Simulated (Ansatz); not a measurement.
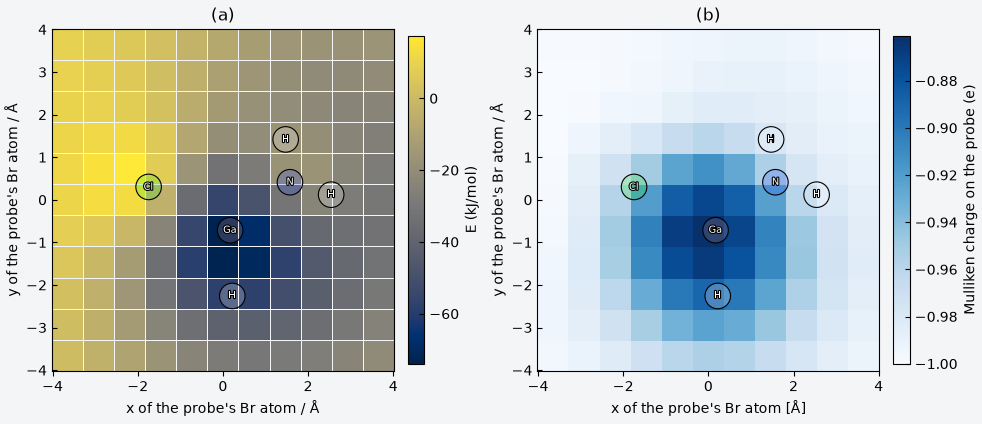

ClGaH₃N (SMILES [NH2][GaH][Cl]) with the probe Br-. The probe is moved over a plane parallel to the molecule's main plane, 3.10 Å above it. First axis: x of the probe's Br atom. Second axis: y of the probe's Br atom. Nothing is relaxed (molecule and probe rigid). The scan uses an 11 × 11 grid. Energies: kJ/mol, counted from molecule and probe far apart, each relaxed in its own basis (no counterpoise correction). Method: Ansatz, RKS PBE0-D4/def2-SVPD.

Panel (a) is the energy and panel (b) the computed Mulliken charge on the probe on the same grid.

In the figure: one coloured cell a grid point, labelled circles for the molecule's atoms, projected on the plane.

Q: How does the Mulliken charge on the probe vary over the map, and what is it at the lowest grid point?

A: Leaving out the highest fifth of the energies, it runs from −1.00 e at x of the probe's Br atom = 3.65 Å, y of the probe's Br atom = 3.65 Å to −0.86 e at x of the probe's Br atom = 0.00 Å, y of the probe's Br atom = −0.73 Å [nearest 1 Ga at 3.10 Å]. At the lowest grid point, x of the probe's Br atom = 0.00 Å, y of the probe's Br atom = −0.73 Å [nearest 1 Ga at 3.10 Å], it is −0.86 e.
